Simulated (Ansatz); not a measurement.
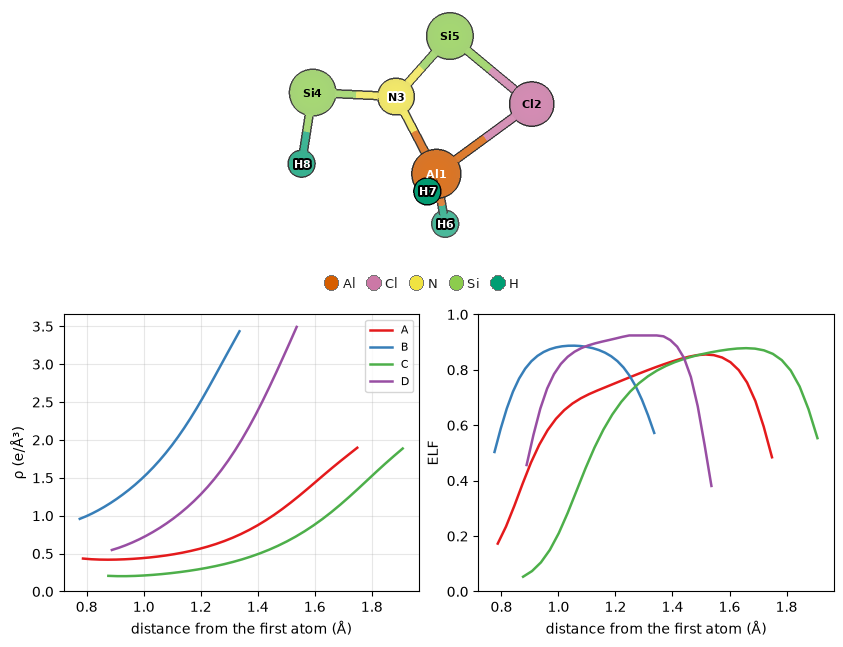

Figure 1: AlClH3NSi2. Electron density and electron localisation function along straight lines between neighbouring atoms. The curves leave out the atomic cores. The structure is drawn too.

Geometry: BLYP-D3(BJ)/def2-SVP.

Computed with isolated molecule in a Gaussian basis; Kohn-Sham density functional theory, functional PBE0 in Ansatz 0.2.0.

```xyz
8

Al    0.2610   -1.3667   -0.9623
Cl   -1.4048    0.4678   -0.6097
N     0.1823   -1.4014    0.9565
Si    1.1608   -2.5531    1.9078
Si   -0.9139   -0.2180    1.5645
H    -0.5366   -2.5403   -1.6741
H     1.5552   -0.6637   -1.5544
H     1.8167   -3.2044    0.6475
```

Q: Which curve belongs to which contact (Al–Cl, Al–N, Si–Cl and Si–N)? The first atom named is at distance zero.

A: Curve A: Si–Cl (2.33 Å): the density is about 0.54 e/Å³ at the midpoint, with its minimum of 0.42 e/Å³ about 0.9 Å from Si; the ELF peaks at about 0.85 between the atoms; a polar covalent bond. Curve B: Si–N (1.72 Å): ρ at the midpoint is about 1.1 e/Å³; the ELF peaks at about 0.90 between the atoms: a shared but strongly polarised pair. Curve C: Al–Cl (2.50 Å): ρ at the midpoint is about 0.33 e/Å³, with its minimum of 0.2 e/Å³ about 0.9 Å from Al; the ELF peaks at about 0.90 in the valence shell of Cl, 0.8 Å from its nucleus, and is about 0.70 at the midpoint. Curve D: Al–N (1.92 Å): ρ at the midpoint is about 0.65 e/Å³; the ELF peaks at about 0.90 in the valence shell of N, 0.7 Å from its nucleus, and is about 0.75 at the midpoint.
